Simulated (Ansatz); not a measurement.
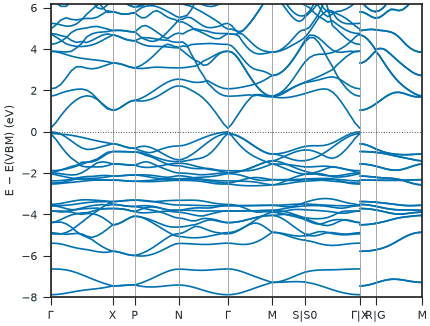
Band structure from the program Ansatz at the LDA level (PAW)

Read off the gap and where the band edges lie.

About 0.2 eV (0.17 eV by a search for the band edges); maximum at Γ, minimum at Γ.

Which compound is it?
A. SrLa2S4, I-42d (Sr on 4b, La on 8d, S on 16e)
B. GaCuSe2, chalcopyrite
C. RbVN2, I-42d (Rb on 4b, V on 4a, N on 8d)
D. Ag2HgI4, I-4 (Hg on 2a, Ag on 2b, I on 8g, Ag on 2c)

B, GaCuSe2, chalcopyrite

Symmetry was held in the LDA relaxation. No spin polarisation was allowed. Scalar-relativistic: spin–orbit coupling is off unless named, which matters more the heavier the elements.

Potentials: the later of the program's two PAW sets.
